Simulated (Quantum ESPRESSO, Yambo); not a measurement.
# Al2O3 (Corundum): G0W0 with Yambo, start to end, part 3 of 3

How does a plane-wave GW calculation on Al2O3 (Corundum) run from the first input to the gap?

Quantum ESPRESSO 7.5 and Yambo 5.3.0; PBE and many-body steps on it, plane waves. Known limits of the many-body steps: not at the basis limit.

So far. Step 3 (Bands along the symmetry lines): The gap is 6.266 eV, as in the run before at this level. Step 4 (Empty states on the mesh, 4×4×4 mesh, 82 bands): On this mesh the gap is 6.266 eV.

## Step 5: Conversion and set-up

This step: Yambo 5.3.0; conversion and set-up on PBE, plane waves, norm-conserving pseudopotentials.

The states are converted to the many-body program's format and the q mesh is built.

On the command line:

```console
$ (cd o/x.save; p2y > p2y.log; mv SAVE ../..); yambo > setup.log
```

The program printed:

```text
 Yambo, version 5.3.0

 [02] CORE Variables Setup
 =========================

  [02.01] Unit cells
  ==================

  Cell kind             :  Unknown
  Atoms in the cell     :  Al  O
  number of Al atoms    :   4
  number of O  atoms    :   6

  List of atomic masses
  Mass of Al    :  26.98200
  Mass of O     :  15.99900

  List of atomic coordinates    : [cc]
  Al1       :  0.35418E-16 -0.66549E-10   8.6484      order 1
  Al2       : -0.25722E-16 -0.27938E-10   3.6307      order 2
  Al3       :  0.25306E-15 -0.12242E-09   15.910      order 3
  Al4       :  0.16026E-16 -0.16104E-09   20.927      order 4
  O1       :  -1.73911   2.59693  14.32557  order 5
  O2       :  -1.37945  -2.80458  14.32557  order 6
  O3       :   3.11857   0.20765  14.32557  order 7
  O4       :   1.73911  -2.59693  10.23255  order 8
  O5       :   1.37945   2.80458  10.23255  order 9
  O6       :  -3.11857  -0.20765  10.23255  order 10

  Alat factors          :  8.186042  8.186042  8.186042 [a.u.]
  Direct lattice volume :  573.7299 [a.u.]
  Direct lattice vectors:  A[ 1 ]  A[ 2 ]  A[ 3 ]
   A[ 1 ]:  0.549474  0.317239  1.000000  [iru]
   4.498021  2.596933  8.186042  [cc]
   A[ 2 ]: -0.549474  0.317239  1.000000  [iru]
  -4.498021  2.596933  8.186042  [cc]
   A[ 3 ]: -0.000000 -0.634478  1.000000  [iru]
  -0.000000 -5.193867  8.186042  [cc]

  Recip. lattice volume :  0.432347 [a.u.]
  Recip. lattice vectors:  B[ 1 ]  B[ 2 ]  B[ 3 ]
   B[ 1 ]:  0.909960  0.525366  0.333333  [iku]
   0.698439  0.403244  0.255850  [cc]
   B[ 2 ]: -0.909960  0.525366  0.333333  [iku]
  -0.698439  0.403244  0.255850  [cc]
   B[ 3 ]:  0.21995E-16  -1.0507      0.33333      [iku]
   0.16882E-16 -0.80649      0.25585      [cc]

  [02.02] Symmetries
  ==================

  Inversion symmetry    : yes
  Spatial inversion     : yes
  Inversion index       :   4
  K-space Time-reversal : no
  Magnetic symmetries   : no
  Group table correct   : yes
  Symmetries units      :  [cc]

   [S 1]:   1.0000     -0.16236E-16  0.43647E-16 -0.30775E-17   1.0000      0.18004E-16  0.50243E-17 -0.82779E-17   1.0000
   [S 2]: -0.50000      0.86603      0.43647E-16 -0.86603     -0.50000      0.18004E-16 -0.66640E-11 -0.11542E-10   1.0000
   [S 3]: -0.50000     -0.86603      0.43647E-16  0.86603     -0.50000      0.18004E-16  0.66640E-11 -0.11542E-10   1.0000
   [S 4]:  -1.0000      0.16236E-16 -0.43647E-16  0.30775E-17  -1.0000     -0.18004E-16 -0.50243E-17  0.82779E-17  -1.0000
   [S 5]:  0.50000     -0.86603     -0.43647E-16  0.86603      0.50000     -0.18004E-16  0.66640E-11  0.11542E-10  -1.0000
   [S 6]:  0.50000      0.86603     -0.43647E-16 -0.86603      0.50000     -0.18004E-16 -0.66640E-11  0.11542E-10  -1.0000

  [02.03] Reciprocal space
  ========================

  nG shells         :   3318
  nG charge         :   47361
  nG WFs            :   7186
  nC WFs            :   5940
  G-vecs. in first 80 shells:  [ Number ]
[...]
K [12]         [rlu]:  0.250000 -0.500000 -0.250000
[...]
K [13]         [rlu]: -0.500000 -0.500000 -0.500000
         WF components:   5908
  K [14]         [rlu]: -0.25000      0.51824E-17  0.50000
         WF components:   5916

  [02.05] Energies & Occupations
  ==============================

  [X] === General ===
  [X] Electronic Temperature                        :  0.000000  0.000000 [eV K]
  [X] Bosonic    Temperature                        :  0.000000  0.000000 [eV K]
  [X] Finite Temperature mode                       : no
  [X] El. density                                   :  0.56459E+24 [cm-3]
  [X] Fermi Level                                   :  7.718764 [eV]

  [X] === Gaps and Widths ===
  [X] Conduction Band Min                           :  6.266285 [eV]
  [X] Valence Band Max                              :  0.000000 [eV]
  [X] Filled Bands                                  :  24
  [X] Empty Bands                                   :   25   82
  [X] Direct Gap                                    :  6.266285 [eV]
  [X] Direct Gap localized at k                     :  1
  [X] Indirect Gap                                  :  6.266285 [eV]
  [X] Indirect Gap between kpts                     :  1  1
  [X] Last valence band width                       :  0.549060 [eV]
  [X] 1st conduction band width                     :  3.582157 [eV]

  E @ K [ 1]:  [eV]
  -19.16936 -16.83304 -16.55356 -16.55356 -16.23599 -16.23599  -6.88165  -5.88140
[...]
occ @ K [ 1]
[...]
E @ K [ 2]:  [eV]
[...]
occ @ K [ 2]
[...]
E @ K [ 3]:  [eV]
[...]
occ @ K [ 3]
[...]
E @ K [ 8]:  [eV]
[...]
occ @ K [ 8]
[...]
E @ K [ 9]:  [eV]
[...]
occ @ K [ 9]
[...]
E @ K [10]:  [eV]
[...]
occ @ K [10]
[...]
E @ K [11]:  [eV]
[...]
occ @ K [11]
[...]
E @ K [12]:  [eV]
[...]
occ @ K [12]
[...]
E @ K [13]:  [eV]
[...]
occ @ K [13]
[...]
E @ K [14]:  [eV]
[...]
occ @ K [14]
[...]
0.000000  0.000000  0.000000  0.000000  0.000000  0.000000  0.000000  0.000000
   0.000000  0.000000  0.000000  0.000000  0.000000  0.000000  0.000000  0.000000

 [03] Transferred momenta grid and indexing
 ==========================================

 IBZ Q-points                                      :  14
 BZ  Q-points                                      :   64

 K/Q-points units:
 rlu = crystal or reduced units; cc = cartesian coordinates; iku = interal k-units

 Q [ 1]         [rlu]:  0.000000  0.000000  0.000000
 Q [ 2]         [rlu]: -0.13482E-16 -0.27360E-16  0.25000
 Q [ 3]         [rlu]:  0.26965E-16  0.54720E-16 -0.50000
[...]
Q [ 8]         [rlu]:  0.250000  0.250000  0.250000
 Q [ 9]         [rlu]:  0.250000  0.250000  0.500000
 Q [10]         [rlu]:  0.250000  0.250000 -0.250000
 Q [11]         [rlu]:  0.250000  0.500000  0.500000
 Q [12]         [rlu]:  0.250000  0.500000  0.750000
 Q [13]         [rlu]: -0.500000 -0.500000 -0.500000
 Q [14]         [rlu]: -0.25000      0.44742E-17 -0.50000

  [03.01] X indexes
  =================

   [03.01.01] Sigma indexes
   ========================

 [06] Game Over & Game summary
```

It took 2.4 s on 1 MPI rank of Arm Neoverse V2, shared host; peak memory 0.25 GiB.

## Step 6: Screening and self-energy, 4×4×4 mesh, 82 bands, screening to 74.8 eV

G0W0 replaces the xc potential by the self-energy, built once from these orbitals. Only a window of levels is corrected, while the sums run over the empty bands that the input names.

This step: G0W0 on PBE, plane waves, norm-conserving pseudopotentials.

Contents of gw1.in:

```
HF_and_locXC
gw0
dyson
ppa
em1d
rim_cut
RandQpts= 1000000
RandGvec= 1 RL
EXXRLvcs= 72 Ry
VXCRLvcs= 288 Ry
Chimod= "HARTREE"
% BndsRnXp
 1 | 82 |
%
NGsBlkXp= 5.5 Ry
% LongDrXp
 1 | 1 | 1 |
%
% GbndRnge
 1 | 82 |
%
DysSolver= "n"
ExtendOut
PPAPntXp= 27.21138 eV
% QPkrange
 1 | 1 | 23 | 26 |
%
```

On the command line:

```console
$ OMP_NUM_THREADS=2 mpirun -n 4 yambo -F gw1.in -J gw1 -C gw1 > gw1.log
```

The program printed:

```text
 Yambo, version 5.3.0

 [02] CORE Variables Setup
 =========================

  [... cell, symmetries and grids as in the set-up ...]

  [02.05] Energies & Occupations
  ==============================

  [X] === General ===
  [X] Electronic Temperature                        :  0.000000  0.000000 [eV K]
  [X] Bosonic    Temperature                        :  0.000000  0.000000 [eV K]
  [X] Finite Temperature mode                       : no
  [X] El. density                                   :  0.56459E+24 [cm-3]
  [X] Fermi Level                                   :  7.718764 [eV]

  [X] === Gaps and Widths ===
  [X] Conduction Band Min                           :  6.266285 [eV]
  [X] Valence Band Max                              :  0.000000 [eV]
  [X] Filled Bands                                  :  24
  [X] Empty Bands                                   :   25   82
  [X] Direct Gap                                    :  6.266285 [eV]
  [X] Direct Gap localized at k                     :  1
  [X] Indirect Gap                                  :  6.266285 [eV]
  [X] Indirect Gap between kpts                     :  1  1
  [X] Last valence band width                       :  0.549060 [eV]
  [X] 1st conduction band width                     :  3.582157 [eV]

 [03] Transferred momenta grid and indexing
 ==========================================

 IBZ Q-points                                      :  14
 BZ  Q-points                                      :   64

 K/Q-points units:
 rlu = crystal or reduced units; cc = cartesian coordinates; iku = interal k-units

 Q [ 1]         [rlu]:  0.000000  0.000000  0.000000
 Q [ 2]         [rlu]: -0.13482E-16 -0.27360E-16  0.25000
 Q [ 3]         [rlu]:  0.26965E-16  0.54720E-16 -0.50000
 Q [ 4]         [rlu]:  0.86127E-17  0.25000      0.25000
 Q [ 5]         [rlu]: -0.12880E-16  0.25000      0.50000
 Q [ 6]         [rlu]: -0.15111E-16  0.25000     -0.25000
 Q [ 7]         [rlu]:  0.11061E-15 -0.50000     -0.50000
 Q [ 8]         [rlu]:  0.250000  0.250000  0.250000
 Q [ 9]         [rlu]:  0.250000  0.250000  0.500000
 Q [10]         [rlu]:  0.250000  0.250000 -0.250000
 Q [11]         [rlu]:  0.250000  0.500000  0.500000
 Q [12]         [rlu]:  0.250000  0.500000  0.750000
 Q [13]         [rlu]: -0.500000 -0.500000 -0.500000
 Q [14]         [rlu]: -0.25000      0.44742E-17 -0.50000

 [04] Coloumb potential Random Integration (RIM)
 ===============================================

  [04.01] RIM initialization
  ==========================

  * Diagonal components only detected *

  8 x (sBL volume)        :  0.054043 [a.u.]
  sBZ random points       :  1000000
  Points outside the sBZ  :   7967396
  RL volume               :  0.432347 [a.u.]
  Integrated volume       :  0.434116 [a.u.]

  [04.02] RIM integrals
  =====================

  Gamma point sphere radius             :  0.068580 [a.u.]
  Points outside the sphere             :   800626
  [Int_sBZ(q=0) 1/q^2]*(Vol_sBZ)^(-1/3) =:  7.770918
                                 should be <:  7.795600

  Summary of Coulomb integrals for non-metallic bands |Q|[au] RIM/Bare

  Q [1] 0.100000E-4 0.996834 * Q [8] 0.191887 1.041586
  Q [2] 0.211524 1.077508 * Q [4] 0.238781 1.069714
  Q [9] 0.325746 1.027742 * Q [6] 0.349219 1.032846
  Q [11] 0.378062 1.020848 * Q [13] 0.383774 1.015523
  Q [5] 0.398466 1.024401 * Q [14] 0.398466 1.024201
  Q [10] 0.408285 1.024609 * Q [3] 0.423049 1.022144
  Q [7] 0.477561 1.017329 * Q [12] 0.518880 1.013830

 [05] Dipoles
 ============

  [05.01] Setup: observables and procedures
  =========================================

  [WARNING] [x,Vnl] slows the Dipoles computation. To neglect it rename the ns.kb_pp file

 [06] Dynamic Dielectric Matrix (PPA)
 ====================================

 [WR./gw1//ndb.pp]---------------------------------------------------------------
  Brillouin Zone Q/K grids (IBZ/BZ)                :   14   64   14   64
  RL vectors                                       :   7193 [WF]
  Coulomb cutoff potential                         : none
  Electronic Temperature                           :  0.000000 [K]
  Bosonic    Temperature                           :  0.000000 [K]
  PPA    diel. fun.  energies                      : Perdew, Burke & Ernzerhof(X)+Perdew, Burke & Ernzerhof(C)
  wavefunctions                                    : Perdew, Burke & Ernzerhof(X)+Perdew, Burke & Ernzerhof(C)
  Global Gauge                                     : length
  X matrix size                                    :  157
  X band range                                     :    1   82
  X e/h energy range                               : -1.000000 -1.000000 [eV]
  X Time ordering                                  : R
  X Hxc Kernel                                     : HARTREE
  X Drude frequency                                :  0.000000  0.000000
  X poles                                          :  100.0000 [o/o]
  RL vectors in the sum                            :   7193
  [r,Vnl] included                                 : yes
  Field direction                                  :  0.577350E-5  0.577350E-5  0.577350E-5
  BZ energy Double Grid                            : no
  BZ energy DbGd points                            : 0
  BZ Q point size factor                           : -1.000000
  X Optical Averaged directions                    : none

 [07] Local Exchange-Correlation + Non-Local Fock
 ================================================

 [VXC] Plane waves :   47361
 [EXS] Plane waves :   5903

 QP @ state[ 1 ] K range:  1  1
 QP @ state[ 1 ] b range:  23  26

 [xc] Functional : Perdew, Burke & Ernzerhof(X)+Perdew, Burke & Ernzerhof(C)
 [xc] LIBXC used to calculate xc functional
  PP Number of Atomic Species                      :  2
  NLCC RL compoments                               :   47361
  PP Number of Atomic Species                      :  2
  NLCC RL compoments                               :   47361

 [xc] E_xc :  -25.09482 [Ha]
      E_xc :  -50.18965 [Ry]

  Local XC kind (lXC) : Perdew, Burke & Ernzerhof(X)+Perdew, Burke & Ernzerhof(C)
  Non-Local XC kind (nlXC) : Hartree-Fock

  Corrections @ K [1] :  [eV]
 <23|nlXC|23> = -25.96451  0.11361E-16 <23|lXC|23> = -20.46730 -0.18882E-15
 <24|nlXC|24> = -25.83752  0.20004E-16 <24|lXC|24> = -20.39748 -0.94408E-16
 <25|nlXC|25> = -8.925502 -0.35359E-18 <25|lXC|25> = -13.77893 -0.56645E-15
 <26|nlXC|26> = -6.122223  0.62904E-18 <26|lXC|26> = -11.42353 -0.56645E-15

 [08] Dyson equation: Newton solver
 ==================================

  [08.01] G0W0 (W PPA)
  ====================

  [  GW  ] Bands range     :    1   82
  [GW/PPA] G damping       :  0.100000 [eV]

  QP @ state[ 1 ] K range:  1  1
  QP @ state[ 1 ] b range:  23  26

   Sc/G bands                                       :    1   82
   Sc/G damping                                     :  0.100000 ev
   Sc bands terminator                              : no
   Sx RL components                                 :   5903

   QP @ state[ 1 ] K range                          :  1  1
   QP @ state[ 1 ] b range                          :  23  26
   GF energies kind                                 : Perdew, Burke & Ernzerhof(X)+Perdew, Burke & Ernzerhof(C)
   GF WF`s kind                                     : Perdew, Burke & Ernzerhof(X)+Perdew, Burke & Ernzerhof(C)
   Xs energies kind                                 : Perdew, Burke & Ernzerhof(X)+Perdew, Burke & Ernzerhof(C)
   Xs WF`s kind                                     : Perdew, Burke & Ernzerhof(X)+Perdew, Burke & Ernzerhof(C)

 [11] Game Over & Game summary
```

Wall time 67 s (4 MPI ranks); peak memory 3.2 GiB.

Numbers from this step:

* G0W0 gap on the points computed: 8.380 eV
* starting gap on the mesh: 6.266 eV
* k of the valence top: 0, 0, 0
* k of the conduction bottom: 0, 0, 0
* least direct G0W0 gap on the computed points: 8.380 eV
* Z at the valence top: 0.8218
* Z at the conduction bottom: 0.8593

The gap on the mesh goes from 6.27 eV to 8.38 eV, a correction of +2.11 eV.

Limits: finite bands, cutoff and mesh. v1 is the top filled band, c1 the lowest empty one. Levels before and after the correction, in eV, zero at the valence-band top of each column:

```tsv
	conduction bottom	valence top
Kohn-Sham	6.27	0.00
G0W0	8.38	0.00
```

```tsv
	level	energy (eV)
Kohn-Sham	Γ v2	-0.045
Kohn-Sham	Γ v1	0.000
Kohn-Sham	Γ c1	6.266
Kohn-Sham	Γ c2	9.188
G0W0	Γ v2	-0.102
G0W0	Γ v1	0.000
G0W0	Γ c1	8.380
G0W0	Γ c2	11.422
```

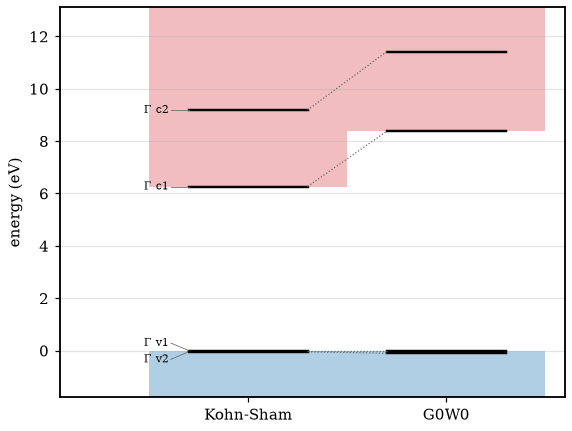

Levels before and after the correction. Shaded: valence and conduction bands.

## Step 7: Where the time went

Times are wall times on the hardware named with each run, good to a factor of about two.

```tsv
step	time	share	memory (GiB)
ground state	32 s	25 %	0.9
bands along the symmetry lines	14 s	11 %	0.66
empty states on the mesh	12 s	10 %	0.59
conversion and set-up	2.4 s	2 %	0.25
screening and self-energy	67 s	52 %	3.2
```

## Step 8: Results

- PBE gap: 6.27 eV, direct
- G0W0 gap on the mesh: 8.38 eV
- GW settings: 4×4×4 mesh, 82 bands, screening to 74.8 eV, Godby-Needs plasmon pole
- known limits: not at the basis limit

**Reading.** G0W0 moves the gap on the mesh from 6.27 eV to 8.38 eV (+2.11 eV), with Z of 0.82 and 0.86 at the edges. Only 1 of the mesh's irreducible points was corrected, so a valley elsewhere could overtake. The dearest step here is «screening and self-energy». Against experiment, by G0W0@PBE: the gap of 8.38 eV lies −0.32 eV from the measured 8.7 eV (optical, quoted 2018). An exciton line or allowed optical edge lies below the quasiparticle gap by the binding energy; a forbidden edge can push the onset above it. The calculation has static nuclei and no excitons; a measured gap holds zero-point and thermal motion, which mostly lowers it. Bands and cutoff are finite, so the gap is not at the basis limit. The miss can reach some tenths of an eV and take either sign; the mesh is an error of its own. In the G0W0 run levels were corrected at 1 k point alone, so a gap called «on the mesh» is the least over those, and an edge elsewhere would be missed.

[Paths, hosts, dates, memory and timing lines, banners, echoed tables and standing remarks are left out of the program output.]

[Logs are printed without paths, hosts, clocks, repeated set-up lines and the standing remarks that a program may print on its own settings, such as how far it seeks lower states.]

[Runs of the session that timed out or met a known fault of the program may be left out.]

[Hosts, paths, dates, database ids (printed as entryN), source tags and the programs' standing remarks are cut or masked in the printed files.]
